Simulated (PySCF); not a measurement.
System: CH4AsGeO2 (SMILES O=[C]([O-])[GeH2][AsH2]) (charge −1).

| atom | x (Å) | y (Å) | z (Å) |
| --- | --- | --- | --- |
| O | -2.4753 | 0.8816 | 0.2361 |
| C | -1.5021 | 0.3923 | 0.7910 |
| O | -1.0491 | 0.3707 | 1.9293 |
| Ge | -0.2260 | -0.7162 | -0.4946 |
| As | 2.0982 | 0.1128 | -0.4868 |
| H | 0.0242 | -2.2012 | -0.0489 |
| H | -0.5068 | -0.8707 | -2.0350 |
| H | 1.9954 | 0.4838 | 0.9913 |
| H | 1.6980 | 1.5259 | -0.9142 |

Geometry: PBE0-D3(BJ)/def2-SVP.

The calculation used PBE0/def2-SVPD, SCF density, gas phase in PySCF.

Question: What will maps of the electron density and electron localisation function show?

Answer: C–O (1.22 Å): ρ is about 3.2 e/Å³ halfway; the ELF peaks at about 0.85 between the atoms (a short, multiple covalent bond).
C–Ge (2.12 Å): ρ is about 0.69 e/Å³ halfway; the ELF peaks at about 0.90 in the valence shell of C, 0.8 Å from its nucleus, and is about 0.75 at the midpoint.
Ge–H (1.57 Å): ρ is about 0.94 e/Å³ halfway; the ELF climbs to about 1 towards the hydrogen.

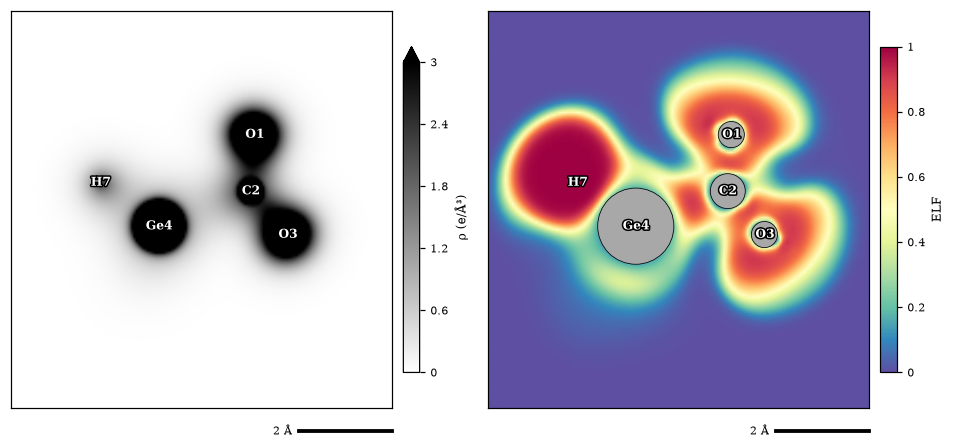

Computed electron density and electron localisation function on the plane of atoms C2, Ge4 and H7, in this order. Grey discs cover the atomic cores in the ELF map. 
